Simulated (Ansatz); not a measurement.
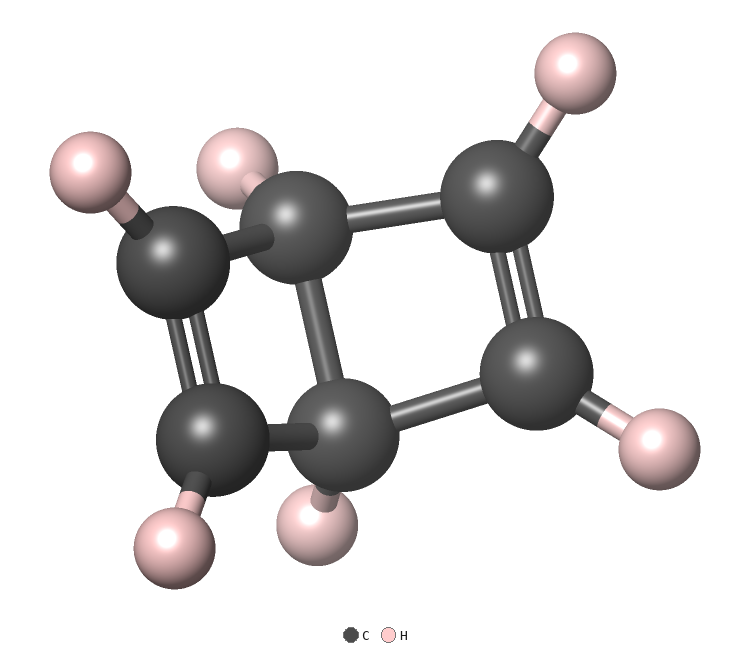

Ball-and-stick drawing of a structure. Double and triple bonds are drawn as two and three sticks.

Computed geometry: PBE0-D4/def2-TZVP optimisation.

Description:

Formula C₆H₆. Its SMILES string is `C1=CC2C=CC12`. Independent rings (smallest set): 2 of 4 members. Among its groups: alkene. This geometry has C2v symmetry.

More results for the same structure follow; atom numbers are the same in all pictures, views and colours differ.

## Levels of theory compared

Program: Ansatz 0.2.0.

At this fixed geometry, give HOMO energy (eV) at these levels: B3LYP-D4/def2-TZVPP; BHLYP-D4/def2-TZVPP; BLYP-D4/def2-TZVPP; HSE06 (plane-wave form)-D4/def2-TZVPP; PBE-D4/def2-TZVPP; PBE0-D4/def2-SVP; PBE0-D4/def2-TZVPP; SPW92 (LDA)/def2-TZVPP; r2SCAN0-D4/def2-TZVPP; ωB97M-V/def2-SVP; ωB97X-V/def2-TZVPP.

```csv
level,HOMO energy (eV)
B3LYP-D4/def2-TZVPP,−6.81
BHLYP-D4/def2-TZVPP,−7.95
BLYP-D4/def2-TZVPP,−5.78
HSE06 (plane-wave form)-D4/def2-TZVPP,−6.65
PBE-D4/def2-TZVPP,−5.97
PBE0-D4/def2-SVP,−7.05
PBE0-D4/def2-TZVPP,−7.05
SPW92 (LDA)/def2-TZVPP,−6.16
r2SCAN0-D4/def2-TZVPP,−7.17
ωB97M-V/def2-SVP,−9.29
ωB97X-V/def2-TZVPP,−9.37
```

## Vibrations

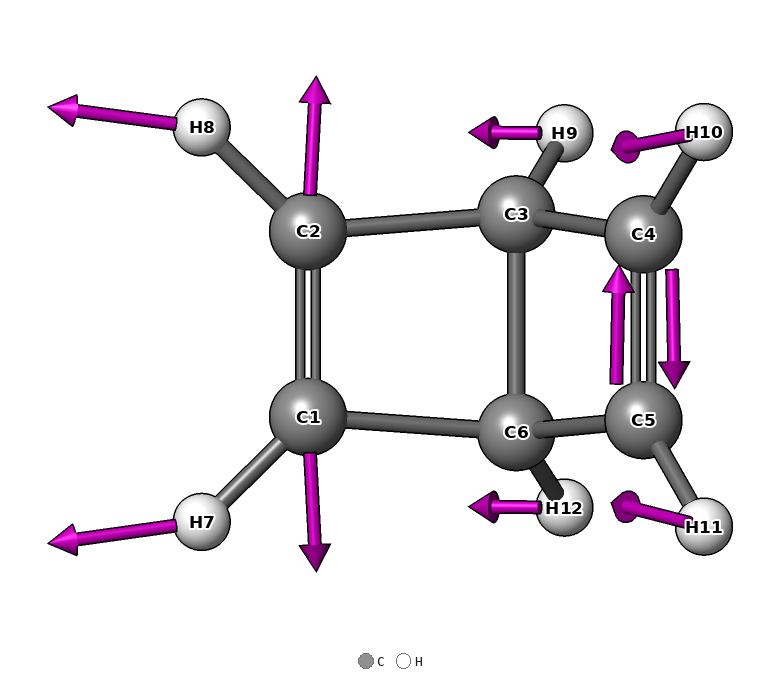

The arrows show one normal mode. Harmonic vibrations computed with RKS PBE0-D4/def2-TZVP (Ansatz 0.2.0) at a stationary point of the same level.

Question: Estimate its harmonic wavenumber.

Answer: 1619 cm⁻¹; it is mode 23 of 30 counted from the lowest.

## Charges

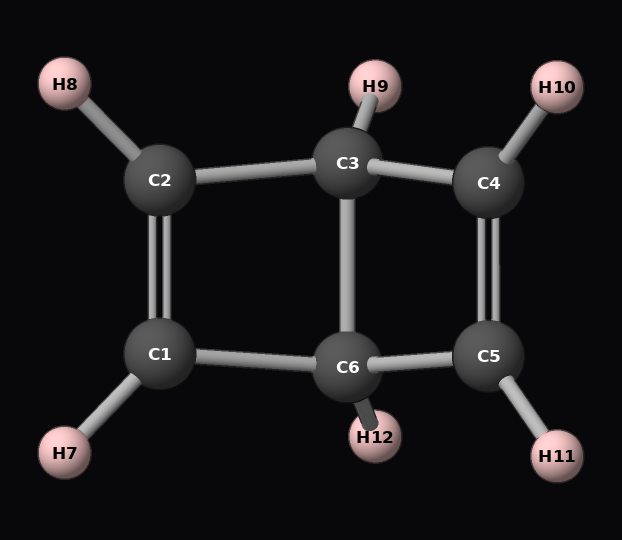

The questions are on Mulliken charges. Level of theory: RKS r2SCAN-D4/def2-TZVPP (Ansatz 0.2.0).

Question: Which atom carries the highest charge (most positive or least negative)?

Answer: C3, C6 (0.10 e).

Question: And the lowest?

Answer: C1, C2, C4, C5 (−0.15 e).

List the Mulliken charges.

```tsv
atom	value (e)
C1	−0.15
C2	−0.15
C3	0.10
C4	−0.15
C5	−0.15
C6	0.10
H7	0.09
H8	0.09
H9	0.03
H10	0.09
H11	0.09
H12	0.03
```

Mulliken values depend strongly on the basis set and can even reverse the polarity of a bond.
